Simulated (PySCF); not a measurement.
# H2SO2 (SMILES O=[SH2]=O) at B3LYP/STO-3G

What is the vertical ionisation energy of H2SO2 at B3LYP/STO-3G? 

The results are computed with PySCF 2.14.0.

6 further runs of the same task are left out: 2 that didn't finish, 4 set aside as unsound or not needed.

## Step 1: The system as given

The species is H2SO2 (5 atoms), meant as a singlet with charge 0. As SMILES, `O=[SH2]=O`. The coordinates come from a GFN2-xTB relaxation.

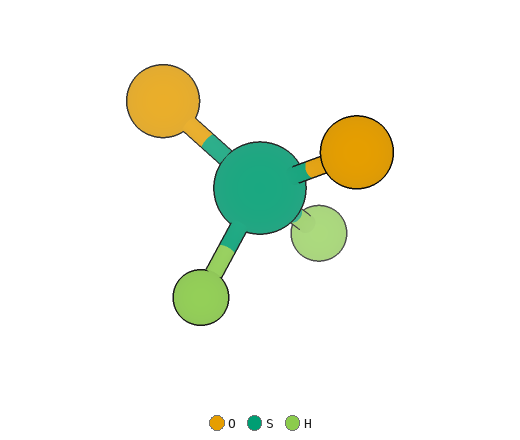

The structure, seen from a chosen angle (oxygen amber, sulfur teal, hydrogen green).

## Step 2: The energy at B3LYP/STO-3G

geometry.xyz reads:

```xyz
5
H2O2S
O     -0.986390     0.275820     1.043450
S      0.013430    -0.014140     0.070290
O      1.269430    -0.576280     0.440760
H     -0.558620    -0.842170    -0.901330
H      0.262150     1.156770    -0.653170
```

run.py reads:

```python
from pyscf import gto, dft

molecule = gto.M(
    atom='geometry.xyz',
    max_memory=1860,
    basis='sto-3g',
    verbose=4,
)

mf = dft.RKS(molecule, xc='b3lyp')
mf.grids.level = 5
mf.conv_tol = 1e-10
mf.kernel()
if not mf.converged:
    mf = mf.newton().run(mf.mo_coeff, mf.mo_occ)

etot = mf.e_tot
print('E(%s) = %.9f' % ('B3LYP', etot))
```

The run is started by

```
$ OMP_NUM_THREADS=1 python run.py
```

Log:

```text
PySCF version 2.14.0

[INPUT] num. atoms = 5
[INPUT] num. electrons = 34
[INPUT] charge = 0
[INPUT] spin (= nelec alpha-beta = 2S) = 0
[INPUT] symmetry False subgroup None
[INPUT] Mole.unit = angstrom
[INPUT] Symbol           X                Y                Z      unit          X                Y                Z       unit  Magmom
[INPUT]  1 O     -0.986390000000   0.275820000000   1.043450000000 AA   -1.864006952010   0.521224259678   1.971834724677 Bohr   0.0
[INPUT]  2 S      0.013430000000  -0.014140000000   0.070290000000 AA    0.025379021853  -0.026720727401   0.132828849296 Bohr   0.0
[INPUT]  3 O      1.269430000000  -0.576280000000   0.440760000000 AA    2.398875034307  -1.089011371064   0.832915686663 Bohr   0.0
[INPUT]  4 H     -0.558620000000  -0.842170000000  -0.901330000000 AA   -1.055638807705  -1.591470650325  -1.703266847854 Bohr   0.0
[INPUT]  5 H      0.262150000000   1.156770000000  -0.653170000000 AA    0.495391703555   2.185978489113  -1.234312412782 Bohr   0.0

nuclear repulsion = 128.453435782629
number of shells = 13
number of NR pGTOs = 63
number of NR cGTOs = 21
basis = sto-3g
ecp = {}

******** <class 'pyscf.dft.rks.RKS'> ********
method = RKS
initial guess = minao
damping factor = 0
level_shift factor = 0
DIIS = <class 'pyscf.scf.diis.CDIIS'>
diis_start_cycle = 1
diis_space = 8
diis_damp = 0
SCF conv_tol = 1e-10
SCF conv_tol_grad = None
SCF max_cycles = 50
direct_scf = True
direct_scf_tol = 1e-13
XC library pyscf.dft.libxc version 7.0.0
    S. Lehtola, C. Steigemann, M. J.T. Oliveira, and M. A.L. Marques.,  SoftwareX 7, 1–5 (2018)
XC functionals = b3lyp
    P. J. Stephens, F. J. Devlin, C. F. Chabalowski, and M. J. Frisch.,  J. Phys. Chem. 98, 11623 (1994)
radial grids:
    Treutler-Ahlrichs [JCP 102, 346 (1995); DOI:10.1063/1.469408] (M4) radial grids

becke partition: Becke, JCP 88, 2547 (1988); DOI:10.1063/1.454033
pruning grids: <function nwchem_prune>
grids dens level: 5
symmetrized grids: False
atomic radii adjust function: <function treutler_atomic_radii_adjust>
small_rho_cutoff = 0
Set gradient conv threshold to 1e-05
Initial guess from minao.
tot grids = 176088
init E= -544.013557255396
  HOMO = -0.313602262668895  LUMO = 0.119252461740315  gap/eV = 11.77858
cycle= 1 E= -542.501519487743  delta_E= 1.51  |g|= 0.98  |ddm|= 3.22
  HOMO = 0.0894752674031566  LUMO = 0.153044614722094  gap/eV = 1.72981
cycle= 2 E= -540.951711448448  delta_E= 1.55  |g|= 2.14  |ddm|= 6.12
  HOMO = -0.151272161428219  LUMO = 0.17927419200717  gap/eV = 8.99462
cycle= 3 E= -542.887541021099  delta_E= -1.94  |g|= 0.203  |ddm|= 4.87
  HOMO = -0.11797847816509  LUMO = 0.168140300789509  gap/eV = 7.78569
cycle= 4 E= -542.90827338439  delta_E= -0.0207  |g|= 0.0307  |ddm|= 0.546
  HOMO = -0.130885897279092  LUMO = 0.165797172530226  gap/eV = 8.07316
cycle= 5 E= -542.908719354919  delta_E= -0.000446  |g|= 0.00433  |ddm|= 0.0771
  HOMO = -0.130277503111568  LUMO = 0.165840383601636  gap/eV = 8.05778
cycle= 6 E= -542.908726931798  delta_E= -7.58e-06  |g|= 0.000865  |ddm|= 0.00769
  HOMO = -0.130184233735855  LUMO = 0.16580029423565  gap/eV = 8.05415
cycle= 7 E= -542.908727103818  delta_E= -1.72e-07  |g|= 0.000609  |ddm|= 0.00177
  HOMO = -0.130139890862899  LUMO = 0.165780367933391  gap/eV = 8.05240
cycle= 8 E= -542.908727231629  delta_E= -1.28e-07  |g|= 2.72e-05  |ddm|= 0.000993
  HOMO = -0.130136827121307  LUMO = 0.165778297897584  gap/eV = 8.05226
cycle= 9 E= -542.908727231964  delta_E= -3.35e-10  |g|= 2.74e-06  |ddm|= 6.74e-05
  HOMO = -0.130137073901164  LUMO = 0.165778374872995  gap/eV = 8.05227
cycle= 10 E= -542.90872723197  delta_E= -5.68e-12  |g|= 4.35e-07  |ddm|= 1.05e-05
  HOMO = -0.130137069163251  LUMO = 0.165778376908615  gap/eV = 8.05227
Extra cycle  E= -542.90872723197  delta_E= -2.27e-13  |g|= 3.23e-07  |ddm|= 2.49e-06
converged SCF energy = -542.90872723197
E(B3LYP) = -542.908727232
```

Wall time 5.1 s (1 thread of Intel Xeon Platinum 8259CL at 2.50GHz (Skylake/Cascade Lake), shared host); peak memory 0.21 GiB.

## Step 3: The doublet cation at the same level

calc.py reads:

```python
from pyscf import gto, dft

system = gto.M(
    atom='''
O     -1.864007     0.521224     1.971835
S      0.025379    -0.026721     0.132829
O      2.398875    -1.089011     0.832916
H     -1.055639    -1.591471    -1.703267
H      0.495392     2.185978    -1.234312
''',
    unit='bohr',
    charge=1,
    max_memory=1860,
    spin=1,
    basis='sto-3g',
    verbose=4,
)

mf = dft.UKS(system, xc='b3lyp')
mf.conv_tol = 1e-10
mf.grids.level = 5
mf.kernel()
if not mf.converged:
    mf = mf.newton().run(mf.mo_coeff, mf.mo_occ)

e_tot = mf.e_tot
print('Final energy', e_tot)
```

The run is started by

```
$ OMP_NUM_THREADS=1 python calc.py
```

Log:

```text
PySCF version 2.14.0

[INPUT] num. atoms = 5
[INPUT] num. electrons = 33
[INPUT] charge = 1
[INPUT] spin (= nelec alpha-beta = 2S) = 1
[INPUT] symmetry False subgroup None
[INPUT] Mole.unit = bohr
[INPUT] Symbol           X                Y                Z      unit          X                Y                Z       unit  Magmom
[INPUT]  1 O     -0.986390025395   0.275819862585   1.043450145694 AA   -1.864007000000   0.521224000000   1.971835000000 Bohr   0.0
[INPUT]  2 S      0.013429988436  -0.014140144253   0.070290079749 AA    0.025379000000  -0.026721000000   0.132829000000 Bohr   0.0
[INPUT]  3 O      1.269429981846  -0.576279803641   0.440760165811 AA    2.398875000000  -1.089011000000   0.832916000000 Bohr   0.0
[INPUT]  4 H     -0.558620101758  -0.842170185040  -0.901330080512 AA   -1.055639000000  -1.591471000000  -1.703267000000 Bohr   0.0
[INPUT]  5 H      0.262150156872   1.156769741172  -0.653169781565 AA    0.495392000000   2.185978000000  -1.234312000000 Bohr   0.0

nuclear repulsion = 128.453438293501
number of shells = 13
number of NR pGTOs = 63
number of NR cGTOs = 21
basis = sto-3g
ecp = {}

******** <class 'pyscf.dft.uks.UKS'> ********
method = UKS
initial guess = minao
damping factor = 0
level_shift factor = 0
DIIS = <class 'pyscf.scf.diis.CDIIS'>
diis_start_cycle = 1
diis_space = 8
diis_damp = 0
SCF conv_tol = 1e-10
SCF conv_tol_grad = None
SCF max_cycles = 50
direct_scf = True
direct_scf_tol = 1e-13
number electrons alpha = 17  beta = 16
XC library pyscf.dft.libxc version 7.0.0
    S. Lehtola, C. Steigemann, M. J.T. Oliveira, and M. A.L. Marques.,  SoftwareX 7, 1–5 (2018)
XC functionals = b3lyp
    P. J. Stephens, F. J. Devlin, C. F. Chabalowski, and M. J. Frisch.,  J. Phys. Chem. 98, 11623 (1994)
radial grids:
    Treutler-Ahlrichs [JCP 102, 346 (1995); DOI:10.1063/1.469408] (M4) radial grids

[... 101 lines left out ...]
SCF not converged.
SCF energy = -542.62498370594 after 50 cycles  <S^2> = 0.75916262  2S+1 = 2.0091417
[... 1 line left out ...]
******** <class 'pyscf.soscf.newton_ah.SecondOrderUKS'> ********
method = SecondOrderUKS
initial guess = minao
damping factor = 0
level_shift factor = 0
DIIS = <class 'pyscf.scf.diis.CDIIS'>
diis_start_cycle = 1
diis_space = 8
diis_damp = 0
SCF conv_tol = 1e-10
SCF conv_tol_grad = None
SCF max_cycles = 50
direct_scf = True
direct_scf_tol = 1e-13
number electrons alpha = 17  beta = 16
XC library pyscf.dft.libxc version 7.0.0
    S. Lehtola, C. Steigemann, M. J.T. Oliveira, and M. A.L. Marques.,  SoftwareX 7, 1–5 (2018)
XC functionals = b3lyp
    P. J. Stephens, F. J. Devlin, C. F. Chabalowski, and M. J. Frisch.,  J. Phys. Chem. 98, 11623 (1994)
radial grids:
    Treutler-Ahlrichs [JCP 102, 346 (1995); DOI:10.1063/1.469408] (M4) radial grids

becke partition: Becke, JCP 88, 2547 (1988); DOI:10.1063/1.454033
pruning grids: <function nwchem_prune>
grids dens level: 5
symmetrized grids: False
atomic radii adjust function: <function treutler_atomic_radii_adjust>
small_rho_cutoff = 0
******** <class 'pyscf.dft.uks.UKS'> Newton solver flags ********
SCF tol = 1e-10
conv_tol_grad = None
max. SCF cycles = 50
direct_scf = True
direct_scf_tol = 1e-13
max_cycle_inner = 12
max_stepsize = 0.05
ah_start_tol = 1e+09
ah_level_shift = 0
ah_conv_tol = 1e-12
ah_lindep = 1e-14
ah_start_cycle = 1
ah_max_cycle = 40
ah_grad_trust_region = 2.5
kf_interval = 4
kf_trust_region = 5
canonicalization = True
Set conv_tol_grad to 1e-05
[... the frontier-level lines of each cycle are left out ...]
Initial guess E= -542.62498370594  |g|= 7.9967e-05
macro= 0  E= -542.624983709526  delta_E= -3.58568e-09  |g|= 8.94236e-06  2 KF 6 JK
macro= 1  E= -542.624983709524  delta_E= 1.25056e-12  |g|= 3.70423e-06  1 KF 2 JK
Canonicalize SCF orbitals
macro X = 2  E=-542.624983709524  |g|= 3.70423e-06  total 4 KF 11 JK
converged SCF energy = -542.624983709524  <S^2> = 0.75916261  2S+1 = 2.0091417
Final energy -542.6249837095243
```

Run time: 18 s. Hardware: 1 thread of Intel Xeon Platinum 8259CL at 2.50GHz (Skylake/Cascade Lake), shared host; peak memory 0.39 GiB.

## Step 4: Summary of results

At B3LYP/STO-3G:

| quantity | value |
| --- | --- |
| singlet H2SO2: total energy | -542.90873 Eh |
| singlet H2SO2: dipole moment | 2.48 D |
| singlet H2SO2: HOMO energy | -3.54 eV |
| singlet H2SO2: LUMO energy | 4.51 eV |
| singlet H2SO2: HOMO–LUMO gap | 8.05 eV |
| doublet cation: total energy | -542.62498 Eh |
| doublet cation: HOMO energy (highest over α and β) | -12.32 eV |
| doublet cation: LUMO energy (lowest over α and β) | -11.28 eV |
| doublet cation: ⟨S²⟩ | 0.759 |
| vertical ionisation energy (to the doublet cation) | 7.721 eV |

The vertical ionisation energy comes to 7.72 eV (178 kcal/mol). The negative HOMO energy of the first species, 3.54 eV, lies 4.18 eV below that difference. In a minimal basis such a difference can be off by several eV, whatever the method. Mulliken charges (singlet H2SO2) run from -0.48 on O1 to +1.06 on S2.
